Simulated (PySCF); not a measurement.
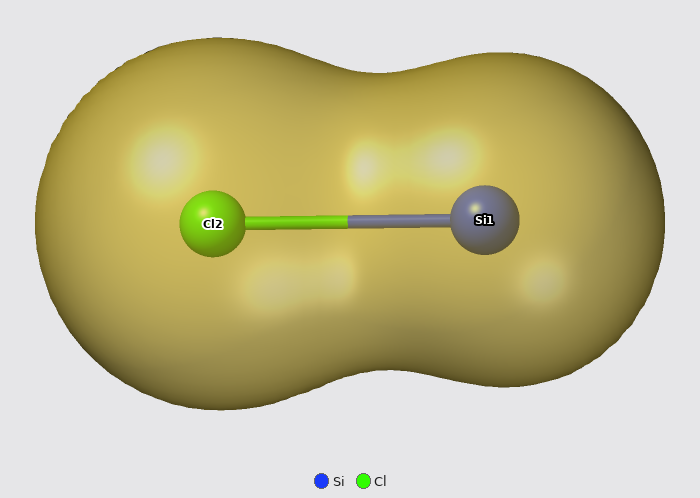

Figure. SiCl (doublet). Isosurface of the electron density at 0.1 e/Å³ (yellow), seen from one side.

Computed with PBE0/def2-SVPD, non-relativistic Hamiltonian with scalar-relativistic core potentials where named, at a bond length of 2.108 Å in PySCF 2.14.0.

```yaml
atoms:
  - { symbol: Si, position_ang: [0.0000, 0.0000, -1.1711] }
  - { symbol: Cl, position_ang: [0.0000, 0.0000, 0.9369] }
```

How is the density connected at this value?

At this value the surface is in one piece. It bridges the sampled Si–Cl (2.11 Å) contact, where the density stays above the isovalue. On the grid the lowest density along these lines, outside the cores, is 0.56 e/Å³ (Si–Cl, 2.11 Å).
